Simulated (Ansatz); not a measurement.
**Pressure series in Be3N2**

Consider Be₃N₂ (space group P6_3/mmc, No. 194; a = 2.837 Å, c = 9.710 Å; a cell from a computed database, its experimental status unchecked).

Cell and atoms are relaxed at each pressure.

Method: PBEsol/PAW in Ansatz (a first-principles code), no spin-orbit coupling.

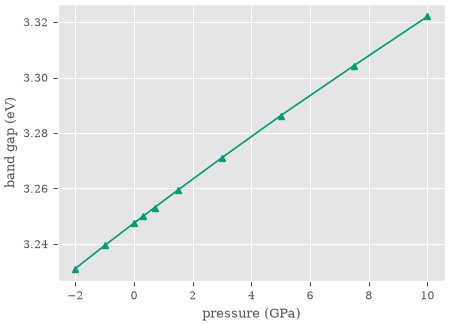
*Band gap against pressure*

Question: From the plot, what is the band gap for pressure 7.5 GPa?

Answer: About 3.30 eV.

Question: Is the trend monotonic over the range shown?

Answer: Yes, it rises throughout, spanning 3.23 eV to 3.32 eV.

Load acts through the strain it causes; cell and atoms are relaxed under it. Whether these cells are dynamically stable was not tested. Competing high-pressure phases were not computed.
